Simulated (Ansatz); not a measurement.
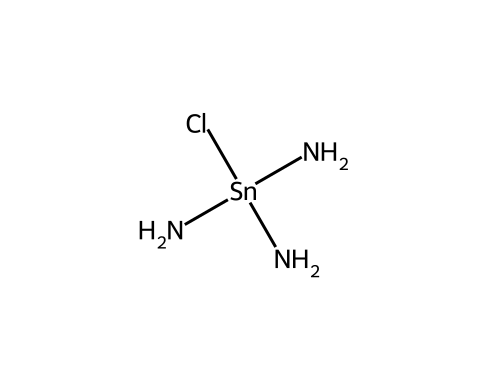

> Transcribe the drawing into SMILES.

[NH2][Sn]([NH2])([NH2])[Cl]

> What is the molecular formula?

ClH6N3Sn.

> An optimisation with PBE0-D4/def2-TZVP gave a structure of which point group?

C3.

The parts below concern this one geometry. Atoms keep their numbers from picture to picture. The geometry was computed by an optimisation with PBE0-D4/def2-TZVP.

## Levels of theory compared

Program: Ansatz 0.2.0.

At this fixed geometry, give dipole (D), HOMO–LUMO gap (eV), HOMO energy (eV) at these levels: B3LYP-D4/def2-TZVPP; PBE-D4/def2-TZVPP; r2SCAN-D4/def2-TZVPP; ωB97M-V/def2-TZVPP.

| level | dipole (D) | HOMO–LUMO gap (eV) | HOMO energy (eV) |
| --- | --- | --- | --- |
| B3LYP-D4/def2-TZVPP | 0.45 | 6.26 | −7.47 |
| PBE-D4/def2-TZVPP | 0.56 | 4.49 | −6.29 |
| r2SCAN-D4/def2-TZVPP | 0.56 | 5.10 | −6.62 |
| ωB97M-V/def2-TZVPP | 0.35 | 11.01 | −10.06 |

## Charges

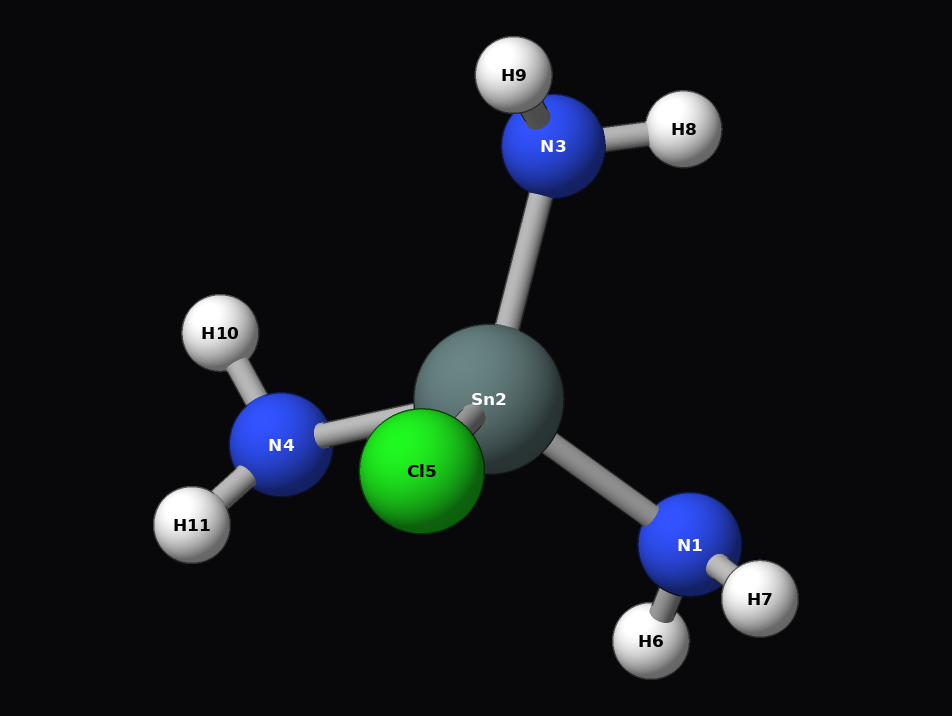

The questions are on Mulliken charges. Level of theory: RKS PBE-D4/def2-TZVPP, core potentials on Sn (Ansatz 0.2.0).

> Which atom carries the highest charge (most positive or least negative)?

Sn2 (1.05 e).

> And the lowest?

N1, N3, N4 (−0.54 e).

List the Mulliken charges.

| atom | value (e) |
| --- | --- |
| N1 | −0.54 |
| Sn2 | 1.05 |
| N3 | −0.54 |
| N4 | −0.54 |
| Cl5 | −0.38 |
| H6 | 0.16 |
| H7 | 0.15 |
| H8 | 0.16 |
| H9 | 0.15 |
| H10 | 0.16 |
| H11 | 0.15 |

## Thermal motion

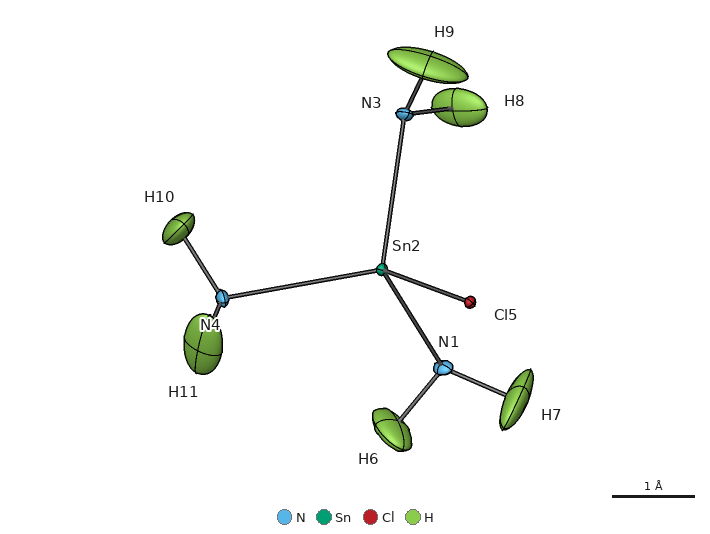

Displacement ellipsoids at the 50 % level, from the internal vibrations of the free molecule (harmonic, no overall translation or rotation; no half-axis is drawn under 0.075 Å). Vibrations computed with RKS PBE0-D4/def2-TZVP, core potentials on Sn (Ansatz 0.2.0). Temperature: 100 K.

> Which atom has the largest mean-square displacement?

H7, H9, H11, with U_eq = 0.0491 Å².

> Does H7 move more along its bond or across it?

Across it: the root-mean-square amplitude is 0.109 Å along the bond and up to 0.333 Å across, since bending and torsion are softer than stretching.

List U_eq and the three principal root-mean-square amplitudes for each kind of atom.

```json
{"atom": "N1, N3, N4", "U_eq (Å²)": "0.0053", "rms amplitudes (Å)": "0.044, 0.069, 0.096"}
{"atom": "Sn2", "U_eq (Å²)": "0.00031", "rms amplitudes (Å)": "0.016, 0.018, 0.018"}
{"atom": "Cl5", "U_eq (Å²)": "0.0018", "rms amplitudes (Å)": "0.035, 0.046, 0.046"}
{"atom": "H6, H8, H10", "U_eq (Å²)": "0.0364", "rms amplitudes (Å)": "0.091, 0.158, 0.275"}
{"atom": "H7, H9, H11", "U_eq (Å²)": "0.0491", "rms amplitudes (Å)": "0.090, 0.169, 0.333"}
```

Mulliken values depend strongly on the basis set and can even reverse the polarity of a bond.
